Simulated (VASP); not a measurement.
Band structure of RbBr (rock salt). Method: SCAN meta-GGA, VASP's PBE PAW potentials (set 64) (plane waves; VASP).

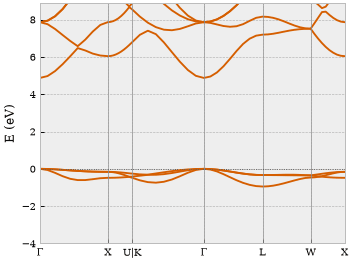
Fig. 1. Bands along high-symmetry lines, zero at the valence-band maximum or, without a gap, the Fermi level

Question: Read the plot: is there a gap, and where are the band edges?

Answer: The gap is direct, 4.87 eV, from the valence maximum at Γ to the conduction minimum at Γ.

Measured: gap 7.20 eV (computed value off by -2.33 eV), as given by Aguado et al., (1998), arXiv:cond-mat/9809176.

The compound is RbBr in the rock salt structure. The cell was not relaxed at this level.
